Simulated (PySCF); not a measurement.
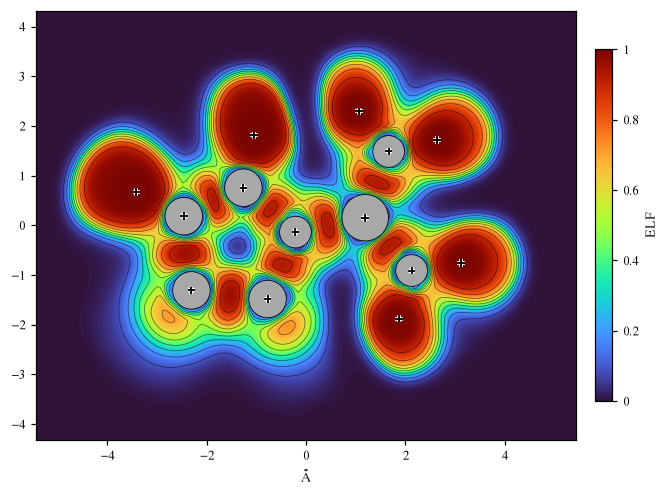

The electron localisation function on a plane through atoms (crosses mark nuclei in the plane; grey discs cover the cores).

Computed with PBE0/def2-SVPD, SCF density, gas phase in PySCF 2.14.0.

Candidates:
A. C4H10BN3 (SMILES NB(N)N1C=CCC1)
B. C3H4BBrS (SMILES C#CB(Br)SC)
C. C2H10SSeSi2 (SMILES C[Se][SiH2]SC[SiH3])

Question: Which candidate gave the map?

Answer: Candidate A: C4H10BN3 on the plane of atoms N3, B2 and N4, which holds N, B, C and H. C–C (1.33 Å): the ELF peaks at about 0.95 between the atoms; a short, multiple covalent bond. C–N (1.38 Å): the ELF peaks at about 0.90 between the atoms; a covalent bond.
